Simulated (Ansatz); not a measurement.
# InH2Cl (built from SMILES [Cl][InH2]): one structure at several levels

How do the functionals fare away from a minimum? The structure is a displaced guess of a reacting structure.

Computed with Ansatz 0.2.0, Gaussian basis. Level: single points in def2-TZVPP.

Correlated methods freeze the cores. Filled d shells of the heavier atoms are correlated. Core potentials replace the inner electrons past krypton, and spin-orbit coupling is left out.

## Step 1: The system as given

4 atoms, charge 0, spin multiplicity 1.

Atoms are counted from 1 here; the program's logs count them from 0.

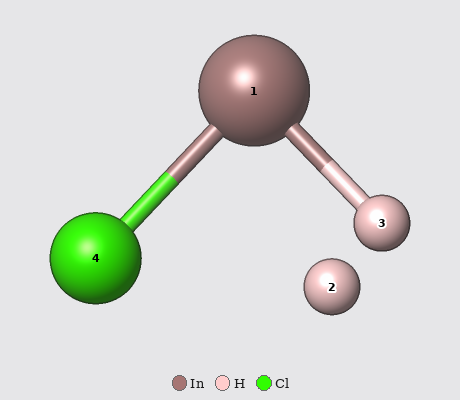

As it starts; indium brown, hydrogen pink, chlorine green; atoms are numbered from 1 in the order of the file.

Geometry (Å):

```
In    0.58880    1.18980   -0.24830
H     0.12540   -1.00510   -0.19720
H     0.94880   -0.76250   -0.14370
Cl   -1.72080    0.60150    0.33960
```

## Step 2: CCSD(T)/def2-TZVPP

run/in.yaml

```yaml
crystal:
  periodic: [false, false, false]
  atoms:
    - {symbol: In, position_ang: [0.588800, 1.189800, -0.248300]}
    - {symbol: H, position_ang: [0.125400, -1.005100, -0.197200]}
    - {symbol: H, position_ang: [0.948800, -0.762500, -0.143700]}
    - {symbol: Cl, position_ang: [-1.720800, 0.601500, 0.339600]}
basis:
  gaussian: {orbitals: def2-TZVPP}
correlation: {method: ccsd_t}
output: {forces: true}
```

The command line of these runs was not kept.

Output, shortened:

```text
Functional definition: HF
  name "HF"
  cite "Fock, Z. Phys. 61, 126 (1930) doi:10.1007/BF01340294"
  parent pbe
[...]
880 factors; integrals over basis functions are off by at most 1.2e-3 eV
[...]
mean field -17684.84073330 eV, -649.9059097332 hartree, gradient 9.2e-7 eV, S^2 0.000000; 0 other end points of the search recorded, 0 dependent functions left out
9 core orbitals not correlated: weight in the atoms' cores, before any rotation towards them, 1.000 or more for the frozen orbitals, at most 0.000 for the correlated occupied ones
reference -17684.84073330 eV, -649.9059097332 hartree; 11, 11 occupied and 100, 100 virtual orbitals, 880 factors
second order -13.48586937 eV of doubles, -0.00000000 eV of singles
cycle   1  -13.53157693 eV  change   -4.6e-2 eV  update   9.0e-2
[...]
cycle  11  -13.92682903 eV  change   -3.2e-6 eV  update   2.4e-6
perturbative correction -0.47095758 eV, -0.0173073719 hartree
[...]
Total energy: -17699.23851991 eV, -650.4350186319 hartree
Atom 0 at     0.588800     1.189800    -0.248300 Å, force    -0.209138     1.701471    -0.007209 eV/Å
Atom 1 at     0.125400    -1.005100    -0.197200 Å, force     2.416910     0.234314     0.299115 eV/Å
Atom 2 at     0.948800    -0.762500    -0.143700 Å, force    -2.243582    -1.988353    -0.234380 eV/Å
Atom 3 at    -1.720800     0.601500     0.339600 Å, force     0.035810     0.052568    -0.057526 eV/Å
Dipole moment:     0.711280    -0.081099    -0.184848 e Å
```

It took 24 s on 4 threads, shared host; peak memory 0.93 GiB.

## Step 3: PBE0-D4/def2-TZVPP

Edit run/in.yaml of step 2 so:

```diff
@@ -9,3 +9,3 @@
   gaussian: {orbitals: def2-TZVPP}
-correlation: {method: ccsd_t}
-output: {forces: true}
+hamiltonian: {xc: pbe0, dispersion: d4}
+output: {forces: true, orbitals: {seedname: orbitals}}
```

The log in run was not kept; the run's report gives a total energy of -17726.166590 eV.

It took 0.95 s on 4 threads, shared host; peak memory 0.2 GiB.

## Step 4: wB97M-V/def2-TZVPP

Edit run/in.yaml of step 3 so:

```diff
@@ -9,3 +9,3 @@
   gaussian: {orbitals: def2-TZVPP}
-hamiltonian: {xc: pbe0, dispersion: d4}
-output: {forces: true, orbitals: {seedname: orbitals}}
+hamiltonian: {xc: {name: wB97M-V}}
+output: {forces: true}
```

The log in run was not kept; the run's report gives a total energy of -17727.947217 eV.

Wall time 3.1 s (4 threads, shared host); peak memory 0.27 GiB.

## Step 5: r2SCAN-D4/def2-TZVPP

Edit run/in.yaml of step 4 so:

```diff
@@ -9,3 +9,3 @@
   gaussian: {orbitals: def2-TZVPP}
-hamiltonian: {xc: {name: wB97M-V}}
+hamiltonian: {xc: r2scan, dispersion: d4}
 output: {forces: true}
```

The log in run was not kept; the run's report gives a total energy of -17731.401585 eV.

It took 1.6 s on 4 threads, shared host; peak memory 0.15 GiB.

## Step 6: PBE-D4/def2-TZVPP

Edit run/in.yaml of step 5 so:

```diff
@@ -9,3 +9,3 @@
   gaussian: {orbitals: def2-TZVPP}
-hamiltonian: {xc: r2scan, dispersion: d4}
+hamiltonian: {xc: pbe, dispersion: d4}
 output: {forces: true}
```

The log in run was not kept; the run's report gives a total energy of -17725.285759 eV.

Wall time 0.7 s (4 threads, shared host); peak memory 0.13 GiB.

## Step 7: r2SCANh-D4/def2-TZVPP

Edit run/in.yaml of step 6 so:

```diff
@@ -9,3 +9,3 @@
   gaussian: {orbitals: def2-TZVPP}
-hamiltonian: {xc: pbe, dispersion: d4}
+hamiltonian: {xc: {name: r2SCANh}, dispersion: d4}
 output: {forces: true}
```

Output, shortened:

```text
Functional definition: r2SCANh
  name "r2SCANh"
  cite "Bursch, Neugebauer, Ehlert & Grimme, J. Chem. Phys. 156, 134105 (2022) doi:10.1063/5.0086040"
  cite "Furness, Kaplan, Ning, Perdew & Sun, J. Phys. Chem. Lett. 11, 8208 (2020) doi:10.1021/acs.jpclett.0c02405"
  cite "Furness, Kaplan, Ning, Perdew & Sun, J. Phys. Chem. Lett. 11, 9248 (2020) doi:10.1021/acs.jpclett.0c03077"
  parent r2scan
[...]
800 factors; their error is unknown
[...]
mean field -17730.94335132 eV, -651.6001496960 hartree, gradient 1.0e-5 eV, S^2 0.000000; 0 other end points of the search recorded, 0 dependent functions left out
[...]
reference -17730.94336208 eV, -651.6001500913 hartree; 20, 20 occupied and 100, 100 virtual orbitals, 800 factors
Total energy: -17730.95952568 eV, -651.6007440925 hartree
Atom 0 at     0.588800     1.189800    -0.248300 Å, force    -0.164612     1.592430    -0.006160 eV/Å
Atom 1 at     0.125400    -1.005100    -0.197200 Å, force     2.319972     0.208971     0.295996 eV/Å
Atom 2 at     0.948800    -0.762500    -0.143700 Å, force    -2.159105    -1.851502    -0.238737 eV/Å
Atom 3 at    -1.720800     0.601500     0.339600 Å, force     0.003744     0.050101    -0.051100 eV/Å
Dipole moment:     0.694095    -0.082564    -0.180625 e Å
```

Run time: 1.8 s. Hardware: 4 threads, shared host; peak memory 0.21 GiB.

## Step 8: HSE06-D4/def2-TZVPP

Edit run/in.yaml of step 7 so:

```diff
@@ -9,3 +9,3 @@
   gaussian: {orbitals: def2-TZVPP}
-hamiltonian: {xc: {name: r2SCANh}, dispersion: d4}
+hamiltonian: {xc: hse06, dispersion: d4}
 output: {forces: true}
```

The log in run was not kept; the run's report gives a total energy of -17725.912566 eV.

It took 1.1 s on 4 threads, shared host; peak memory 0.21 GiB.

## Step 9: The levels compared

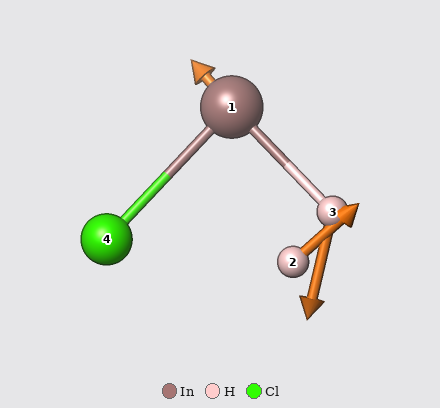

Forces at CCSD(T); the longest arrow is 3.01 eV/Å.

| method | RMS force component (eV/Å) | RMS error against CCSD(T) (eV/Å) | angle to CCSD(T) forces (°) | dipole (D) |
| --- | --- | --- | --- | --- |
| CCSD(T) | 1.224 | reference | reference | 3.55 |
| PBE0-D4 | 1.137 | 0.100 | 2.4 | 3.49 |
| wB97M-V | 1.246 | 0.028 | 0.8 | 3.50 |
| r2SCAN-D4 | 1.134 | 0.097 | 1.7 | 3.42 |
| PBE-D4 | 1.049 | 0.241 | 8.3 | 3.34 |
| r2SCANh-D4 | 1.163 | 0.065 | 1.1 | 3.47 |
| HSE06-D4 | 1.136 | 0.103 | 2.6 | 3.49 |

Energy less the free neutral atoms in their ground states at the same level (atoms from separate runs):

Differences are taken before rounding.

| method | rung | energy less atoms (kJ/mol) | from CCSD(T) (kJ/mol) |
| --- | --- | --- | --- |
| PBE-D4 | GGA | -832.9 | -23.0 |
| r2SCAN-D4 | meta-GGA | -836.8 | -26.9 |
| PBE0-D4 | hybrid | -816.9 | -7.0 |
| r2SCANh-D4 | hybrid | -829.9 | -20.0 |
| HSE06-D4 | screened hybrid | -817.3 | -7.4 |
| wB97M-V | range-separated hybrid | -829.1 | -19.2 |
| Hartree-Fock | wavefunction | -576.0 | +233.8 |
| MP2 | wavefunction | -808.9 | +0.9 |
| CCSD | wavefunction | -796.0 | +13.9 |
| CCSD(T) | wavefunction | -809.9 | 0 |

Cost and force error (times from a shared host):

| method | time | RMS force error (eV/Å) |
| --- | --- | --- |
| CCSD(T) | 24 s | 0 |
| PBE0-D4 | 0.95 s | 0.100 |
| wB97M-V | 3.1 s | 0.028 |
| r2SCAN-D4 | 1.6 s | 0.097 |
| PBE-D4 | 0.7 s | 0.241 |
| r2SCANh-D4 | 1.8 s | 0.065 |
| HSE06-D4 | 1.1 s | 0.103 |

## Step 10: What came out

| quantity | value |
| --- | --- |
| energy less free atoms, CCSD(T)/def2-TZVPP | -809.9 kJ/mol |
| RMS force component | 1.049 to 1.246 eV/Å over the methods |
| RMS force error | PBE0-D4 0.100, wB97M-V 0.028, r2SCAN-D4 0.097, PBE-D4 0.241, r2SCANh-D4 0.065, HSE06-D4 0.103 eV/Å |
| HOMO and LUMO, PBE0-D4 | -7.00 and -1.92 eV |
| T1 diagnostic | 0.015 |

Against CCSD(T) the functionals' energies less atoms differ by -26.9 to -7.0 kJ/mol, PBE-D4 by -23.0 kJ/mol. A larger basis would deepen the CCSD(T) value, while the functionals are nearly converged already, so the order here is not reliable. For forces wB97M-V does best and PBE-D4 worst. Frozen-core CCSD(T) forces in triple zeta carry basis errors of their own, and this is one geometry, so small gaps rank nothing.
